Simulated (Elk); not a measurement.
Band structure of TiZn (Pm-3m, 2 atoms in the cell).

```xyz
2
Lattice="3.1237 0.0000 0.0000 0.0000 3.1237 0.0000 0.0000 0.0000 3.1237" Properties=species:S:1:pos:R:3 pbc="T T T"
Ti     1.5619     1.5619     1.5619
Zn     0.0000     0.0000     0.0000
```

Method: PBEsol, all-electron FP-LAPW, Elk's shipped species files, default APW+lo basis run with Elk 10.2.4.

Settings: xctype = 22; rgkmax = 7; stype = 3; swidth = 0.00367493 Ha; ngridk = 7 7 7.

The starting cell comes from a database of computed structures (which also holds hypothetical and non-ambient phases and stackings), without a prior relaxation at this level. Spin polarisation is off. Values depend on the basis (sphere radii, cutoffs, local orbitals), which need not be converged.

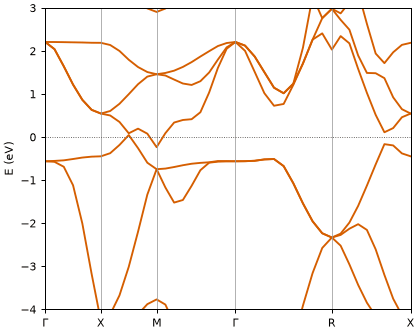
Figure. Bands along the path, energies from the Fermi level.

Levels in eV from the Fermi level, bands 12 to 19:
| point | 12 | 13 | 14 | 15 | 16 | 17 | 18 | 19 |
|---|---|---|---|---|---|---|---|---|
| Γ | -6.89 | -6.89 | -0.56 | -0.56 | 2.21 | 2.21 | 2.21 | 6.37 |
| X | -6.84 | -4.56 | -4.28 | -0.45 | 0.54 | 0.54 | 2.19 | 3.34 |
| M | -6.64 | -3.77 | -0.75 | -0.75 | -0.24 | 1.46 | 1.46 | 2.90 |
| R | -6.62 | -2.33 | -2.33 | -2.33 | 2.03 | 2.98 | 2.98 | 5.65 |

Bands cross the Fermi level along this path, so the cell is metallic at this level.
